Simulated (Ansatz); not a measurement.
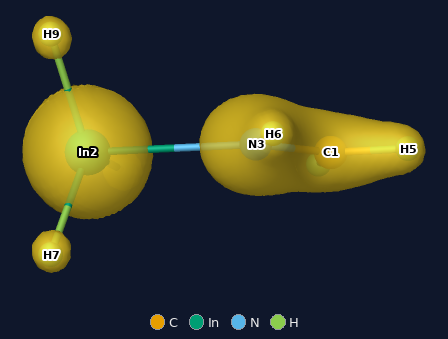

*CH6InN (SMILES C=[NH+][InH3-]). Isosurface of the electron density at 1 e/Å³ (yellow), seen from one side.*

Geometry: PBE0-D3(BJ)/def2-SVP; core potentials replace the inner electrons of In.

Computed with isolated molecule in a Gaussian basis; Kohn-Sham density functional theory, functional PBE0 in Ansatz.

```yaml
atoms:
  - { symbol: C, position_ang: [-0.1977, 2.9098, 0.0616] }
  - { symbol: In, position_ang: [1.4762, 0.2948, -0.9582] }
  - { symbol: N, position_ang: [-0.0359, 1.6704, 0.2605] }
  - { symbol: H, position_ang: [0.3939, 3.3991, -0.7249] }
  - { symbol: H, position_ang: [-0.9040, 3.5266, 0.6386] }
  - { symbol: H, position_ang: [-0.6196, 1.2856, 1.0069] }
  - { symbol: H, position_ang: [2.4681, -0.2223, 0.3771] }
  - { symbol: H, position_ang: [2.0156, 1.6359, -1.9427] }
  - { symbol: H, position_ang: [0.3139, -0.8215, -1.6194] }
```

### How is the density connected at this value?

At this value the surface falls into five separate pieces. It bridges the sampled C–N (1.27 Å), N–H (1.02 Å) and C–H (1.10 Å) contacts, where the density stays above the isovalue. It is pinched off along the sampled In–N (2.38 Å) contacts. On the grid the lowest density along these lines, outside the cores, is 2.7 e/Å³ (C–N, 1.27 Å), 0.34 e/Å³ (In–N, 2.38 Å), 2.2 e/Å³ (N–H, 1.02 Å) and 1.9 e/Å³ (C–H, 1.10 Å).
